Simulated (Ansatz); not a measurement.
**CHSi (doublet): one geometry, many settings at scale of all distances = 1.000**

Aim: run CHSi (doublet) at one geometry under a spread of methods and options, and see what each costs and gives.

Program: Ansatz 0.2.0, Gaussian basis. Level of theory: the settings change from run to run. These are calculated values, not measurements.

12 further runs of the same task are left out: 2 for a known fault of the program, 9 that didn't finish, 1 set aside as unsound or not needed.

## Step 1: What is computed

The geometry derives from a PBE0/def2-TZVP stationary point (not a proven minimum). All distances are scaled together.

3 atoms, charge 0, spin multiplicity 2.

Atoms are counted from 1 here; the program's logs count them from 0.

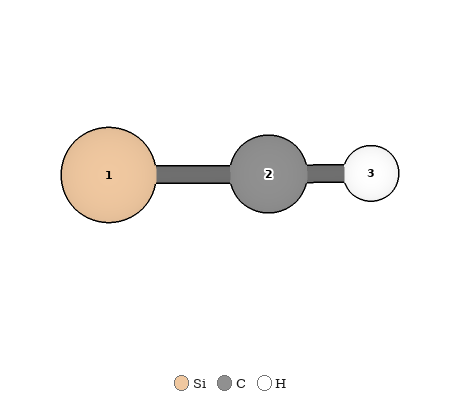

The geometry (silicon light orange, carbon grey, hydrogen white); atoms are numbered from 1 in the order of the file.

## Step 2: CCSDT on UHF/6-31G

in.yaml reads:

```yaml
crystal:
  periodic: [false, false, false]
  atoms:
    - {symbol: Si, position_ang: [0.000000, 0.000000, 1.481442]}
    - {symbol: C, position_ang: [0.000000, 0.000000, -0.201009]}
    - {symbol: H, position_ang: [0.000000, 0.000000, -1.280432]}
basis:
  gaussian: {orbitals: 6-31G}
magnetization: {spin_polarized: true, initial_magnetization: 1}
correlation: {method: ccsdt, electrons: all}
```

The run is started by

```console
ansatz run in.yaml --threads 1 --pin off --events-out ev --progress --plain --max-ram 2393MiB
```

Log, shortened:

```text
Functional definition: HF
  name "HF"
  cite "Fock, Z. Phys. 61, 126 (1930) doi:10.1007/BF01340294"
  parent pbe
[...]
496 factors; integrals over basis functions are off by at most 5.3e-8 eV
[...]
mean field -8903.61494046 eV, -327.2018139748 hartree, gradient 1.1e-6 eV, S^2 1.152870; 10 other end points of the search recorded, 0 dependent functions left out
determinant -8903.61494046 eV, -327.2018139748 hartree, with singles and doubles -8907.35265668 eV, -327.3391725125 hartree
determinant -8902.62448679 eV, -327.1654154738 hartree, with singles and doubles -8906.23027095 eV, -327.2979255978 hartree
determinant -8901.37361619 eV, -327.1194468274 hartree, with singles and doubles -8906.14713954 eV, -327.2948705746 hartree
determinant -8901.11947608 eV, -327.1101073504 hartree, with singles and doubles -8906.27977128 eV, -327.2997447012 hartree
determinant -8900.82172389 eV, -327.0991651594 hartree, with singles and doubles -8903.66267629 eV, -327.2035682342 hartree
reference -8903.61494046 eV, -327.2018139748 hartree; 11, 10 occupied and 13, 14 virtual orbitals, 496 factors
second order -2.73847209 eV of doubles, -0.00000000 eV of singles
cycle   1  -3.10962884 eV  change   -3.7e-1 eV  update   9.9e-2
[...]
cycle  19  -3.89301566 eV  change   -1.8e-6 eV  update   6.2e-7
Total energy: -8907.50795611 eV, -327.3448796615 hartree
```

Wall time 8 s (1 thread of Arm Neoverse V1, shared host).

From the report: ⟨S²⟩ of the determinant 1.153 (pure doublet: 0.75); correlation -3.8930 eV; T1 0.056; largest double amplitude 0.19.

## Step 3: NEVPT4(SD)(1,7)/def2-SVP

in.yaml reads:

```yaml
crystal:
  periodic: [false, false, false]
  atoms:
    - {symbol: Si, position_ang: [0.000000, 0.000000, 1.481442]}
    - {symbol: C, position_ang: [0.000000, 0.000000, -0.201009]}
    - {symbol: H, position_ang: [0.000000, 0.000000, -1.280432]}
basis:
  gaussian: {orbitals: def2-SVP, fitting: {mean_field: def2-universal-jkfit}}
magnetization: {spin_polarized: false, initial_magnetization: 1}
correlation: {method: fic_nevpt4_sd, electrons: outside_noble_gas, active_space: {window: {electrons: 1, orbitals: 7}, states: [{multiplicity: 2, weights: [1, 0.5, 1]}]}}
```

Launched as before.

Log, shortened:

```text
Functional definition: HF
  name "HF"
  cite "Fock, Z. Phys. 61, 126 (1930) doi:10.1007/BF01340294"
  parent pbe
[...]
221 factors; integrals over basis functions are off by at most 2.2e-1 eV
[...]
mean field -8901.49894293 eV, -327.1240525001 hartree, gradient 3.0e-6 eV, S^2 0.750000; 6 other end points of the search recorded, 0 dependent functions left out
reference -8901.49894293 eV, -327.1240525001 hartree; 11, 10 occupied and 26, 27 virtual orbitals, 221 factors
state -8901.29935671 eV, -327.1167178416 hartree
state -8897.00471486 eV, -326.9588926649 hartree
state -8896.26755549 eV, -326.9318025575 hartree
state -8901.29935671 eV, -327.1167178416 hartree; corrected -8907.37905190 eV, -327.3401425190 hartree
state -8897.00471486 eV, -326.9588926649 hartree; corrected -8902.39474831 eV, -327.1569727404 hartree
state -8896.26755549 eV, -326.9318025575 hartree; corrected -8903.06591468 eV, -327.1816376498 hartree
WARN: 4 active orbitals are nearly empty or full. The corrections depend on them more than the energy does, and are more stable in an active space without them
Total energy: -8904.65693630 eV, -327.2401066156 hartree
```

It took 1.8 s on 1 thread of Arm Neoverse V1, shared host.

From the report: 2 determinants; active occupations (of the averaged states) 0.40, 0.40, 0.20, 0.00, 0.00, 0.00, 0.00. The report marks this result as in doubt.

## Step 4: CCSD on ROHF/def2-mTZVP

in.yaml reads:

```yaml
crystal:
  periodic: [false, false, false]
  atoms:
    - {symbol: Si, position_ang: [0.000000, 0.000000, 1.481442]}
    - {symbol: C, position_ang: [0.000000, 0.000000, -0.201009]}
    - {symbol: H, position_ang: [0.000000, 0.000000, -1.280432]}
basis:
  gaussian: {orbitals: def2-mTZVP}
magnetization: {spin_polarized: false, initial_magnetization: 1}
correlation: {method: ccsd, electrons: outside_noble_gas}
```

Launched as before.

Log, shortened:

```text
Functional definition: HF
  name "HF"
  cite "Fock, Z. Phys. 61, 126 (1930) doi:10.1007/BF01340294"
  parent pbe
[...]
393 factors; integrals over basis functions are off by at most 1.3e-3 eV
[...]
mean field -8905.15056831 eV, -327.2582472575 hartree, gradient 2.4e-6 eV, S^2 0.750000; 4 other end points of the search recorded, 0 dependent functions left out
[...]
determinant -8905.15056831 eV, -327.2582472575 hartree, with singles and doubles -8910.84646591 eV, -327.4675676335 hartree
determinant -8902.65423414 eV, -327.1665086690 hartree, with singles and doubles -8909.21444669 eV, -327.4075920335 hartree
6 core orbitals not correlated: weight in the atoms' cores, before any rotation towards them, 1.000 or more for the frozen orbitals, at most 0.000 for the correlated occupied ones
reference -8905.15056831 eV, -327.2582472575 hartree; 5, 4 occupied and 33, 34 virtual orbitals, 393 factors
second order -4.94936954 eV of doubles, -0.04019037 eV of singles
cycle   1  -5.67748365 eV  change   -1.1e-1 eV  update   1.7e-2
[...]
cycle   9  -5.68766070 eV  change    5.0e-6 eV  update   1.0e-5
Total energy: -8910.83822901 eV, -327.4672649332 hartree
```

Wall time 1.9 s (1 thread of Arm Neoverse V1, shared host).

From the report: correlation -5.6877 eV; T1 0.024; largest double amplitude 0.11.

## Step 5: MRCISD+Q(3,7)/6-31G

Edit in.yaml of step 4 so:

```diff
@@ -7,4 +7,7 @@
 basis:
-  gaussian: {orbitals: def2-mTZVP}
+  gaussian: {orbitals: 6-31G}
 magnetization: {spin_polarized: false, initial_magnetization: 1}
-correlation: {method: ccsd, electrons: outside_noble_gas}
+hamiltonian: {pseudopotentials: {relativity: none}}
+correlation: {method: fic_mrcisd_q, electrons: valence, active_space: {window: {electrons: 3, orbitals: 7}}}
+accuracy: high
+scf: {lower_state_search: full}
```

Same command.

Log, shortened:

```text
Functional definition: HF
  name "HF"
  cite "Fock, Z. Phys. 61, 126 (1930) doi:10.1007/BF01340294"
  parent pbe
[...]
515 factors; integrals over basis functions are off by at most 3.8e-9 eV
[...]
mean field -8903.35286205 eV, -327.1921827710 hartree, gradient 1.6e-8 eV, S^2 0.750000; 14 other end points of the search recorded, 0 dependent functions left out
reference -8903.35286205 eV, -327.1921827710 hartree; 11, 10 occupied and 13, 14 virtual orbitals, 515 factors
state -8904.60178467 eV, -327.2380798309 hartree
contracted CI cycle   1: correlation 0.00000000 eV, 0.0000000000 hartree, residual 1.13e1 eV
contracted CI cycle   2: correlation -2.41659515 eV, -0.0888082338 hartree, residual 2.54e0 eV
contracted CI cycle   3: correlation -2.57071740 eV, -0.0944721221 hartree, residual 7.70e-1 eV
[...]
contracted CI cycle   7: correlation -2.58738454 eV, -0.0950846282 hartree, residual 1.44e-2 eV
contracted CI cycle   8: correlation -2.58739032 eV, -0.0950848405 hartree, residual 5.40e-3 eV
contracted CI cycle   9: correlation -2.58739104 eV, -0.0950848668 hartree, residual 1.86e-3 eV
contracted CI cycle  10: correlation -2.58739112 eV, -0.0950848698 hartree, residual 5.94e-4 eV
contracted CI cycle  11: correlation -2.58739113 eV, -0.0950848702 hartree, residual 2.15e-4 eV
contracted CI cycle  12: correlation -2.58739113 eV, -0.0950848702 hartree, residual 7.89e-5 eV
contracted CI cycle  13: correlation -2.58739113 eV, -0.0950848702 hartree, residual 2.60e-5 eV
contracted CI cycle  14: correlation -2.58739113 eV, -0.0950848702 hartree, residual 7.92e-6 eV
contracted CI cycle  15: correlation -2.58739113 eV, -0.0950848702 hartree, residual 2.67e-6 eV
state -8904.60178467 eV, -327.2380798309 hartree; corrected -8907.36310982 eV, -327.3395566582 hartree
Total energy: -8907.36310982 eV, -327.3395566582 hartree
```

Wall time 4.9 s (1 thread of Arm Neoverse V1, shared host).

From the report: 96 determinants; active occupations 1.89, 0.97, 0.11, 0.03, 0.00, 0.00, 0.00.

## Step 6: CCSDT(Q)/B on UHF/6-31G

in.yaml reads:

```yaml
crystal:
  periodic: [false, false, false]
  atoms:
    - {symbol: Si, position_ang: [0.000000, 0.000000, 1.481442]}
    - {symbol: C, position_ang: [0.000000, 0.000000, -0.201009]}
    - {symbol: H, position_ang: [0.000000, 0.000000, -1.280432]}
basis:
  gaussian: {orbitals: 6-31G}
magnetization: {spin_polarized: true, initial_magnetization: 1}
correlation: {method: ccsdt_q_b, electrons: all}
scf: {lower_state_search: full}
```

The command is unchanged.

Log, shortened:

```text
Functional definition: HF
  name "HF"
  cite "Fock, Z. Phys. 61, 126 (1930) doi:10.1007/BF01340294"
  parent pbe
[...]
496 factors; integrals over basis functions are off by at most 5.3e-8 eV
[...]
mean field -8903.61494046 eV, -327.2018139748 hartree, gradient 1.1e-6 eV, S^2 1.152870; 16 other end points of the search recorded, 0 dependent functions left out
determinant -8903.61494046 eV, -327.2018139748 hartree, with singles and doubles -8907.35265668 eV, -327.3391725125 hartree
determinant -8902.62448679 eV, -327.1654154738 hartree, with singles and doubles -8906.23027095 eV, -327.2979255978 hartree
determinant -8901.37361619 eV, -327.1194468274 hartree, with singles and doubles -8906.14713954 eV, -327.2948705746 hartree
determinant -8901.11947608 eV, -327.1101073504 hartree, with singles and doubles -8906.27977128 eV, -327.2997447012 hartree
determinant -8900.82172389 eV, -327.0991651594 hartree, with singles and doubles -8903.66267629 eV, -327.2035682342 hartree
reference -8903.61494046 eV, -327.2018139748 hartree; 11, 10 occupied and 13, 14 virtual orbitals, 496 factors
second order -2.73847209 eV of doubles, -0.00000000 eV of singles
cycle   1  -3.10962884 eV  change   -3.7e-1 eV  update   9.9e-2
[...]
cycle  19  -3.89301566 eV  change   -1.8e-6 eV  update   6.2e-7
perturbative correction -0.01553098 eV, -0.0005707530 hartree
Total energy: -8907.52348709 eV, -327.3454504144 hartree
```

Run time: 20 s. Hardware: 1 thread of Arm Neoverse V1, shared host; peak memory 0.51 GiB.

From the report: ⟨S²⟩ of the determinant 1.153 (pure doublet: 0.75); correlation -3.9085 eV; T1 0.056; largest double amplitude 0.19.

## Step 7: All runs side by side

 † marks a result that the program doubts.

| level | correlated | functions | energy (eV) | time |
| --- | --- | --- | --- | --- |
| CCSDT on UHF/6-31G | all | 24 | -8907.5080 | 8 s |
| NEVPT4(SD)(1,7)/def2-SVP (mean of several states) † | outside noble gas | 37 | -8904.6569 | 1.8 s |
| CCSD on ROHF/def2-mTZVP | outside noble gas | 44 | -8910.8382 | 1.9 s |
| MRCISD+Q(3,7)/6-31G | valence | 24 | -8907.3631 | 4.9 s |
| CCSDT(Q)/B on UHF/6-31G | all | 24 | -8907.5235 | 20 s |

## Step 8: What came out

| quantity | value |
| --- | --- |
| runs | 5 |
| quickest | NEVPT4(SD)(1,7)/def2-SVP (mean of several states) †, 1.8 s |
| slowest | CCSDT(Q)/B on UHF/6-31G, 20 s |

What this shows: Total energies in different bases, with other cores or another treatment of relativity can't be set against each other. CCSDT(Q)/B on UHF/6-31G took 11 times as long as NEVPT4(SD)(1,7)/def2-SVP (mean of several states) †; the jobs differ in more than the method.
